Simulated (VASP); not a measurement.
Band structure of AgBr (rock salt). Computed with rev-vdW-DF2, VASP's PBE PAW potentials (set 64) (plane waves; VASP).

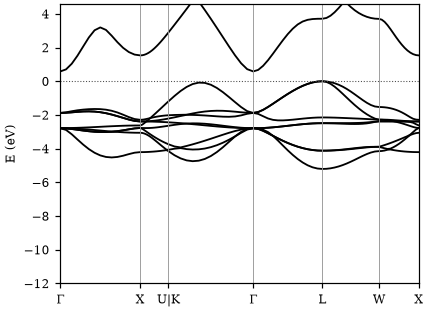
Figure. Bands along high-symmetry lines, zero at the valence-band maximum or, without a gap, the Fermi level

Problem. Read the plot: is there a gap, and where are the band edges?

Solution. The gap is indirect, 0.58 eV, from the valence maximum at L to the conduction minimum at Γ. (Edges off the drawn lines would not show.)

The compound is AgBr in the rock salt structure. It was relaxed first.
